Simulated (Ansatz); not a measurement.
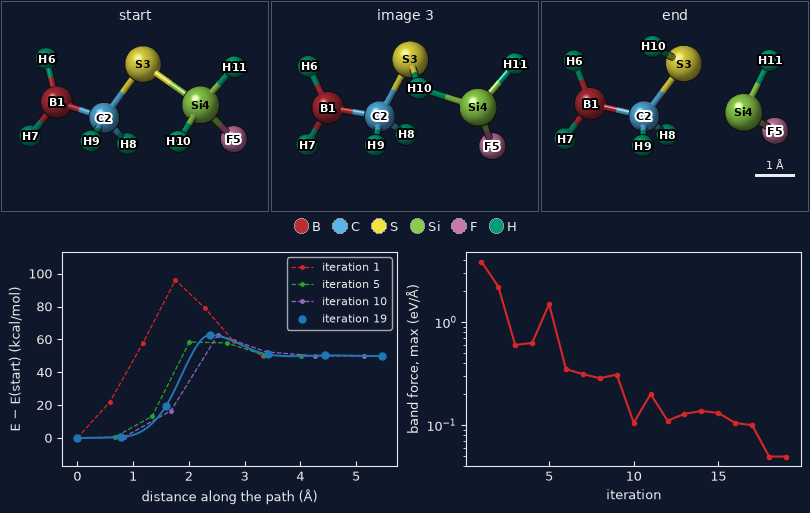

NEB run on CH$_{6}$BFSSi. Images are numbered from 0 (start) to 6 (end). The plot follows the band through its iterations. A ball-and-stick model, seen at a tilt.

The calculation used Ansatz 0.2.0, RKS r2SCANh-D4/def2-SVP. Settings: 5 movable images; climbing image; force threshold 0.05 eV/Å; iteration limit 60; starting path through a guess of the saddle point.

Question: Did the band converge, and can the barrier be trusted?

Answer: The result is final at these settings. The band converged in 19 iterations. The largest component of the band force went from 3.9 to 0.05 eV/Å. The climbing image converged on the top of the path. Its vibrational analysis gives one imaginary mode (734i cm⁻¹), as a transition state must have. The first iteration put the highest image at 96.1 kcal/mol. The highest point, image 3, lies 62.7 kcal/mol above the start and 12.8 kcal/mol above the end; the end is at +49.8 kcal/mol relative to the start.

Cost: 3.6 min on 2 threads of Intel(R) Xeon(R) Platinum 8488C (Sapphire Rapids), with other jobs on the host, peak memory 0.29 GiB.
